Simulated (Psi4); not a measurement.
# SnH2F2 (SMILES [F][SnH2][F]) at HF/3-21G

Aim: the energy change on altering one bond length of SnH2F2 at HF/3-21G, from 2 runs. 

The calculation is run with Psi4 1.11.

## 1. The molecule

SnH2F2 has 5 atoms, charge 0, and is taken as a singlet. SMILES: `[F][SnH2][F]`. The shape is that of a PBE0-D4/def2-TZVP optimisation.

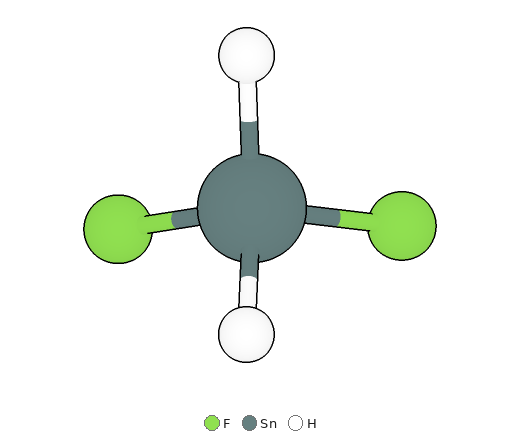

Viewed from a chosen angle; fluorine green, tin teal, hydrogen white.

## 2. Energy and gradient at HF/3-21G

The input, run.py:

```python
import psi4

psi4.set_memory('2200 MB')
psi4.set_num_threads(1)
psi4.set_output_file('output.dat', False)

m = psi4.geometry("""
0 1
F
Sn 1 1.908777
F 2 1.908826 1 103.28226
H 2 1.692281 1 107.06537 3 -112.82323
H 2 1.69228 4 123.55331 1 124.88985
symmetry c1
no_reorient
no_com
""")

psi4.set_options({
    'basis': '3-21G',
    'puream': True,
    'e_convergence': 1e-09,
    'd_convergence': 1e-08,
    'scf_type': 'pk',
})

e, wfn = psi4.gradient("hf", return_wfn=True)
psi4.oeprop(wfn, "MULLIKEN_CHARGES", "MAYER_INDICES", "QUADRUPOLE")
print('gradient / Eh bohr^-1')
print(e.np.round(6))
print(f'energy = {wfn.energy():.10f} Eh')
```

Started as:

```bash
$ python run.py
```

output.dat:

```text
[...]
  Running in c1 symmetry.
[...]
  Nuclear repulsion =  301.844941081609591
[...]
  Multiplicity = 1
[...]
  Nalpha       = 35
  Nbeta        = 35
[...]
    Number of basis functions: 53
[...]
   @RHF iter   1: -6195.12388217538683   -3.81024e+00   1.03248e-02 ADIIS/DIIS
[...]
   @RHF iter  10: -6195.29516657407112    4.54747e-12   5.42517e-09 DIIS
[...]
    Orbital Energies [Eh]
    ---------------------
    Doubly Occupied:
       1A   -1034.945901     2A   -156.288150     3A   -145.434033
       4A   -145.433966     5A   -145.433681     6A    -31.595821
       7A    -26.971179     8A    -26.971043     9A    -26.970254
      10A    -26.080376    11A    -26.080033    12A    -19.138939
      13A    -19.138226    14A    -19.137089    15A    -19.137032
      16A    -19.136880    17A     -5.607998    18A     -3.991911
      19A     -3.991728    20A     -3.991604    21A     -1.543764
      22A     -1.525588    23A     -1.477506    24A     -1.473968
      25A     -1.473055    26A     -1.444581    27A     -1.416125
      28A     -0.697355    29A     -0.597507    30A     -0.585076
      31A     -0.582878    32A     -0.563570    33A     -0.553240
      34A     -0.522797    35A     -0.481903
[...]
  @RHF Final Energy: -6195.29516657407112
   => Energetics <=
    Nuclear Repulsion Energy =            301.8449410816095906
    One-Electron Energy =               -9153.4507012077719992
    Two-Electron Energy =                2656.3105935520911771
    Total Energy =                      -6195.2951665740711178
[...]
  -Total Gradient:
     Atom            X                  Y                   Z
    ------   -----------------  -----------------  -----------------
       1       -0.000001443839     0.001798507014    -0.014658414184
       2        0.000002617632     0.022448714492     0.017739192324
       3       -0.000001016929    -0.013880628716     0.005124345869
       4        0.004696306500    -0.005183736006    -0.004103148761
       5       -0.004696463364    -0.005182856924    -0.004101975152
[...]
 Multipole Moments:
 ------------------------------------------------------------------------------------
     Multipole            Electronic (a.u.)      Nuclear  (a.u.)        Total (a.u.)
 ------------------------------------------------------------------------------------
 L = 1.  Multiply by 2.5417464519 to convert [e a0] to [Debye]
 Dipole X            :          0.0000889           -0.0000471            0.0000418
 Dipole Y            :          2.2149426           -1.0750226            1.1399200
 Dipole Z            :          1.7528148           -0.8507290            0.9020857
 Magnitude           :                                                    1.4536768
 L = 2.  Multiply by 1.3450342976 to convert [e a0^2] to [Debye ang]
 Quadrupole XX       :        -42.9778677           15.8793791          -27.0984886
 Quadrupole XY       :         -0.0001629            0.0001474           -0.0000154
[...]
  Mulliken Charges: (a.u.)
   Center  Symbol    Alpha    Beta     Spin     Total
       1     F     4.78077  4.78077  0.00000 -0.56154
       2    SN    24.18335 24.18335  0.00000  1.63329
       3     F     4.78077  4.78077  0.00000 -0.56154
       4     H     0.62756  0.62756  0.00000 -0.25511
       5     H     0.62755  0.62755  0.00000 -0.25511
   Total alpha = 35.00000, Total beta = 35.00000, Total charge = -0.00000
  Mayer Bond Indices:
[...]
```

On the terminal:

```text
gradient / Eh bohr^-1
[[-1.0000e-06  1.7990e-03 -1.4658e-02]
 [ 3.0000e-06  2.2449e-02  1.7739e-02]
 [-1.0000e-06 -1.3881e-02  5.1240e-03]
 [ 4.6960e-03 -5.1840e-03 -4.1030e-03]
 [-4.6960e-03 -5.1830e-03 -4.1020e-03]]
energy = -6195.2951665741 Eh
```

It took 6.6 s on 1 thread of Intel Xeon at 2.50GHz (Skylake/Cascade Lake), shared host; peak memory 0.2 GiB.

## 3. The distorted shape: a single-point energy at HF/3-21G

The input, input.json:

```json
{
 "schema_name": "qcschema_input",
 "schema_version": 1,
 "molecule": {
  "schema_name": "qcschema_molecule",
  "schema_version": 2,
  "symbols": ["F", "Sn", "F", "H", "H"],
  "geometry": [0.12197804, -1.34451368, 3.64578814, 1.01468466, -0.80953222, 0.19212468, -2.3266308, 2.09891881, -1.34624089, 0.6059369, -3.59479955, -1.32513643, 3.76291337, 0.8256478, 0.17549509],
  "molecular_charge": 0,
  "molecular_multiplicity": 1,
  "fix_symmetry": "c1"
 },
 "driver": "energy",
 "model": {
  "method": "scf",
  "basis": "3-21G"
 },
 "keywords": {
  "reference": "rhf",
  "puream": true,
  "e_convergence": 1e-09,
  "d_convergence": 1e-08,
  "scf_type": "pk",
  "scf_properties": ["LOWDIN_CHARGES", "QUADRUPOLE", "DIPOLE"]
 }
}
```

Started as:

```bash
$ psi4 --qcschema input.json -n 1 --memory 2200MB
```

stdout:

```text
[...]
  Running in c1 symmetry.
[...]
  Nuclear repulsion =  270.646122333590256
[...]
  Multiplicity = 1
[...]
  Nalpha       = 35
  Nbeta        = 35
[...]
    Number of basis functions: 53
[...]
   @RHF iter   1: -6195.00991941362918   -4.10709e+00   1.15076e-02 DIIS/ADIIS
[...]
   @RHF iter  12: -6195.20343673449133   -1.36424e-11   7.10201e-09 DIIS
[...]
    Orbital Energies [Eh]
    ---------------------
    Doubly Occupied:
       1A   -1034.980590     2A   -156.322946     3A   -145.469045
       4A   -145.468552     5A   -145.468250     6A    -31.630019
       7A    -27.006481     8A    -27.004542     9A    -27.003726
      10A    -26.101320    11A    -26.002484    12A    -19.173286
      13A    -19.172845    14A    -19.171736    15A    -19.170326
      16A    -19.170258    17A     -5.638580    18A     -4.022507
      19A     -4.020990    20A     -4.020891    21A     -1.558760
      22A     -1.505949    23A     -1.505748    24A     -1.502893
      25A     -1.501179    26A     -1.452377    27A     -1.369223
      28A     -0.699461    29A     -0.601836    30A     -0.591975
      31A     -0.564294    32A     -0.511092    33A     -0.480043
      34A     -0.477484    35A     -0.439908
[...]
  @RHF Final Energy: -6195.20343673449133
   => Energetics <=
    Nuclear Repulsion Energy =            270.6461223335902559
    One-Electron Energy =               -9090.1359302539440250
    Two-Electron Energy =                2624.2863711858631177
    Total Energy =                      -6195.2034367344913335
[...]
 Multipole Moments:
 ------------------------------------------------------------------------------------
     Multipole            Electronic (a.u.)      Nuclear  (a.u.)        Total (a.u.)
 ------------------------------------------------------------------------------------
 L = 1.  Multiply by 2.5417464519 to convert [e a0] to [Debye]
 Dipole X            :          3.2932776           -1.5876685            1.7056090
 Dipole Y            :         -2.0388326            0.9801741           -1.0586585
 Dipole Z            :         -0.9217740            0.4524081           -0.4693659
 Magnitude           :                                                    2.0615927
 L = 2.  Multiply by 1.3450342976 to convert [e a0^2] to [Debye ang]
 Quadrupole XX       :       -126.9376372           97.1325569          -29.8050803
 Quadrupole XY       :         70.0493830          -67.2272047            2.8221783
[...]
```

The result, in JSON:

```text
{
 "driver": "energy",
 "model": {
  "method": "scf",
  "basis": "3-21G"
 },
 "success": true,
 "return_result": -6195.203436734491,
 "properties": {
  "calcinfo_nbasis": 53,
  "calcinfo_nmo": 53,
  "calcinfo_nalpha": 35,
  "calcinfo_nbeta": 35,
  "calcinfo_natom": 5,
  "nuclear_repulsion_energy": 270.64612233359026,
  "return_energy": -6195.203436734491,
  "scf_one_electron_energy": -9090.135930253944,
  "scf_two_electron_energy": 2624.286371185863,
  "scf_dipole_moment": [1.7056090306684024, -1.058658489176655, -0.4693658895152354],
  "scf_total_energy": -6195.203436734491,
  "scf_iterations": 12
 }
}
```

Run time: 4.8 s. Hardware: 1 thread of Intel Xeon at 2.50GHz (Skylake/Cascade Lake), shared host; peak memory 0.2 GiB.

## 4. Summary of results

Level: HF/3-21G.

```
                                                          quantity           value
                                         first shape: total energy  -6195.29517 Eh
                                        first shape: dipole moment          3.69 D
                                          first shape: HOMO energy       -13.11 eV
                                          first shape: LUMO energy         3.16 eV
                                        first shape: HOMO–LUMO gap        16.27 eV
                             first shape: largest force on an atom      1.471 eV/Å
                                     distorted shape: total energy  -6195.20344 Eh
                                    distorted shape: dipole moment          5.24 D
                                      distorted shape: HOMO energy       -11.97 eV
                                      distorted shape: LUMO energy         1.40 eV
                                    distorted shape: HOMO–LUMO gap        13.37 eV
energy change with the Sn2–F3 bond stretched from 1.909 to 2.481 Å        2.496 eV
```

In words: With the Sn2–F3 bond stretched from 1.909 to 2.481 Å the energy rises by 2.50 eV (58 kcal/mol). The first shape isn't relaxed at this level, so the change isn't measured from a minimum. The largest force (first shape) is 1.47 eV/Å: the shape isn't a stationary point for this species at this level. Mulliken charges (first shape) run from -0.56 on F1 to +1.63 on Sn2. Relativity is left out (first shape) although the molecule holds a heavy atom. Relativity is left out (distorted shape) although the molecule holds a heavy atom.
